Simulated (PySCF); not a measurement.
SMILES OB(CC[SiH3])O at its GFN2-xTB optimised geometry (Å):

```
15

Si    -1.2955     1.8099    -1.5216
C     -0.2848     0.2010    -1.4414
C     -0.0316    -0.2785     0.0000
B      0.8284    -1.6423     0.0000
O      2.1813    -1.6423     0.0000
O      0.2472    -2.8629    -0.0484
H     -0.5759     2.8691    -0.8090
H     -2.5974     1.5959    -0.8838
H     -1.4859     2.1947    -2.9211
H      0.6758     0.3392    -1.9427
H     -0.7989    -0.5897    -1.9925
H     -0.9963    -0.4171     0.4952
H      0.4845     0.5160     0.5454
H      2.5974    -0.7826     0.0266
H     -0.7083    -2.8691    -0.0554
```

Computed with B3LYP/def2-TZVP run with PySCF. Cells within 0.4 Å of a nucleus heavier than hydrogen are left out (blank, or x).

Map of the log10 of the electron density (e/bohr³), floored at −4 on the plane z = 0.0 Å:

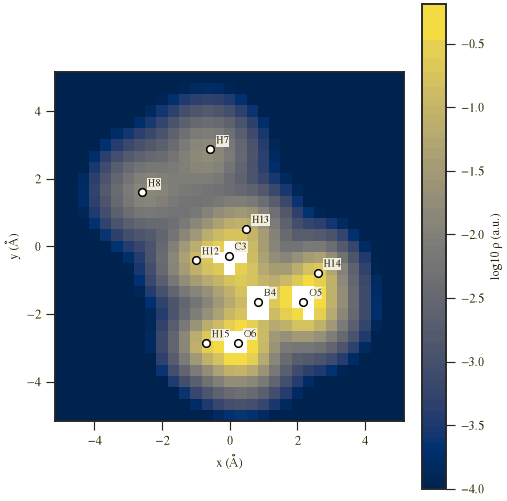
Figure. Log10 of the electron density (e/bohr³), floored at −4 on the plane z = 0.0 Å.
